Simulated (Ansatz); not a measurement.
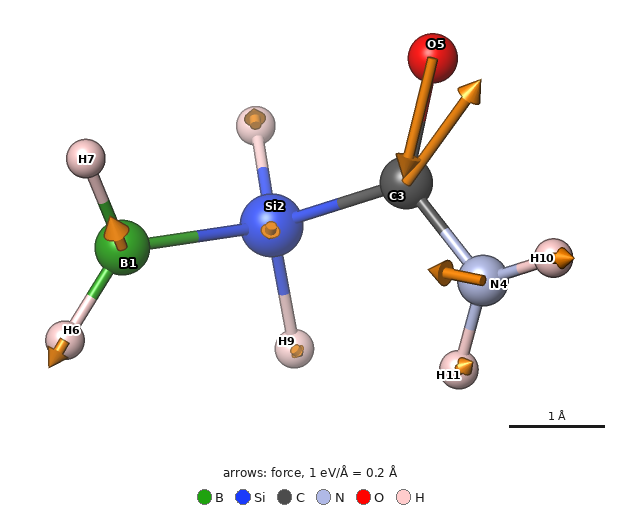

Starting geometry of CH₆BNOSi with the computed forces as orange arrows. Style: ball-and-stick. Shown at a tilt.

The run prepares an end point of a later path (hydrogen shift) calculation, from a guessed geometry.

Theory: RKS PBE-D4/def2-SVP (Ansatz 0.2.0).

The input:
```yaml
crystal:
  periodic: [false, false, false]
  atoms:
    - { symbol: B, position_ang: [-1.0741, -0.1325, 1.7816] }
    - { symbol: Si, position_ang: [-0.1712, -1.0131, 0.3557] }
    - { symbol: C, position_ang: [0.4889, 0.2261, -0.8322] }
    - { symbol: "N", position_ang: [1.7966, 0.6835, -0.6471] }
    - { symbol: O, position_ang: [-0.2656, 0.6794, -1.8863] }
    - { symbol: H, position_ang: [-0.7814, -0.1989, 2.8919] }
    - { symbol: H, position_ang: [-2.012, 0.6108, 1.5087] }
    - { symbol: H, position_ang: [-1.0545, -1.8853, -0.3637] }
    - { symbol: H, position_ang: [0.9298, -1.7852, 0.9817] }
    - { symbol: H, position_ang: [2.1405, 1.3836, -1.2635] }
    - { symbol: H, position_ang: [2.29785, 0.20249, 0.12684] }
basis:
  gaussian: { orbitals: def2-SVP }
hamiltonian:
  xc: pbe
  dispersion: d4
relax:
  f_tol: 0.02
  max_steps: 50
```

Launched with:
```bash
ansatz run input.yaml --threads 2 --pin off --max-ram 3072MiB --backend cpu --events-out ev --progress --plain --runs-dir out
```

What follows when this structure is relaxed?

It isn't relaxed: the largest force vector, on C3, is 7.39 eV/Å. The final displacements have little in common with the starting forces (cosine between the two patterns 0.12). The largest move after the best rigid fit is that of H11, 1.10 Å. By element the largest moves are H 1.10 Å, O 1.04 Å, N 0.52 Å, Si 0.31 Å, B 0.30 Å, C 0.27 Å. Some distances before and after: C3–O5 1.373 → 1.223 Å, Si2–C3 1.839 → 1.989 Å, B1–Si2 1.904 → 1.989 Å, B1–H6 1.150 → 1.221 Å. Bond angles that change, for instance: H10–N4–H11 128.3° → 119.1°, B1–Si2–C3 110.0° → 101.3°, B1–Si2–H9 106.1° → 114.8°. Groups turn about Si2–C3 by about 55°, B1–Si2 by about 40°. Over 37 accepted moves (43 points after the start) the energy falls by 25.3 kcal/mol. The largest force component goes from 6.2 to 0.0055 eV/Å. The line search rejected the trial steps at points 14, 15, 23, 30, 38, 41 of the run.
